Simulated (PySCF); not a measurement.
```xyz
22

C     2.8900   -0.6012    0.2157
N     1.9322    0.4766    0.3361
N     0.6377    0.0961   -0.0834
C    -0.0641    1.2497   -0.6171
C    -1.3585    0.7973   -1.2832
C    -2.2404    0.0761   -0.2694
C    -1.4536   -1.0767    0.3448
C    -0.1516   -0.5590    0.9461
H     2.7086   -1.4505    0.8898
H     2.8559   -0.9615   -0.8107
H     3.8804   -0.1981    0.4214
H     1.9252    0.8470    1.2922
H    -0.2917    1.9850    0.1766
H     0.5991    1.7249   -1.3418
H    -1.8779    1.6621   -1.6992
H    -1.1141    0.1159   -2.0989
H    -2.5405    0.7742    0.5163
H    -3.1450   -0.2984   -0.7518
H    -2.0403   -1.5749    1.1191
H    -1.2133   -1.8060   -0.4303
H     0.4272   -1.3958    1.3473
H    -0.3757    0.1366    1.7796
```

Geometry: GFN2-xTB.

Theory: PBE0/pcSseg-1, SCF density, gas phase, non-relativistic (PySCF).

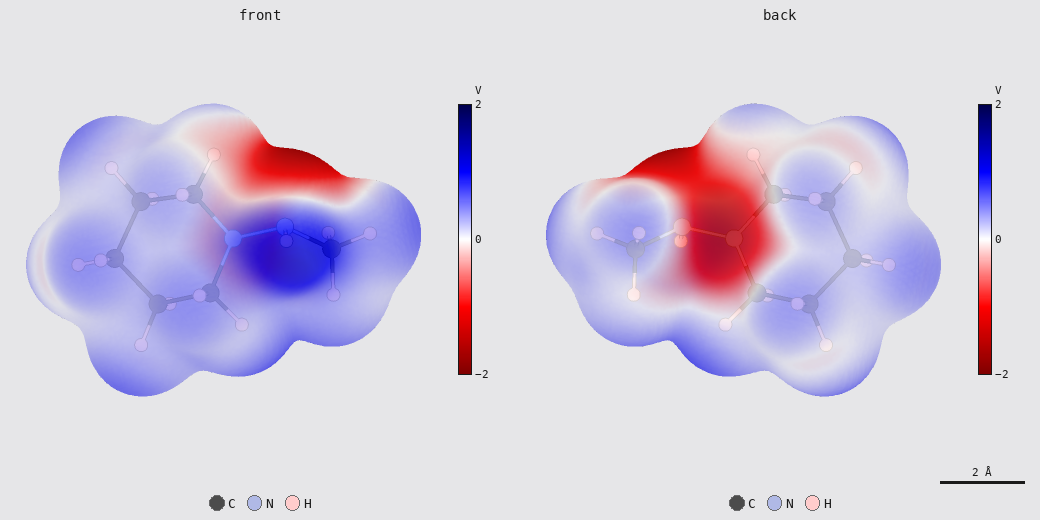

C$_{6}$H$_{14}$N$_{2}$ (SMILES CNN1CCCCC1). The molecular electrostatic potential painted on the density surface at 0.002 e/bohr³, seen from the front and from behind; the colour scale runs from red (negative) to blue (positive).

Which sites attract a positive test charge, and which a negative one?

Answer. A positive charge is drawn to the negative regions and a negative charge to the positive ones. The most negative region (about −1.6 V) lies over N2, the most positive (about +1.2 V) over H12. N2 is the likeliest acceptor of a hydrogen bond.

How polar is the molecule by this calculation?

Answer. Its dipole moment is 1.21 D.
